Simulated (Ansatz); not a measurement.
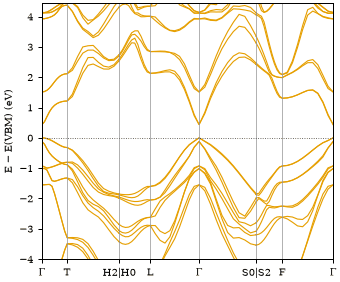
Figure: Band structure from PBEsol with spin–orbit coupling in the plane-wave PAW code Ansatz

Read off the gap and where the band edges lie.

About 0.4 eV (0.44 eV by a search for the band edges); maximum at Γ, minimum at Γ.

The material is ZnCdTe₂ in space group R3m (No. 160; Zn on 3a, Cd on 3a, Te on 3a, Te on 3a).

The workflow started from a Materials Project entry (that database holds measured and hypothetical structures alike); the Crystallography Open Database copy checked does not list it. Whether it is the stable phase at ambient conditions was not checked. Symmetry was held in the PBEsol relaxation; its stability against distortions is not shown here.

Potentials: the later of the program's two PAW sets.
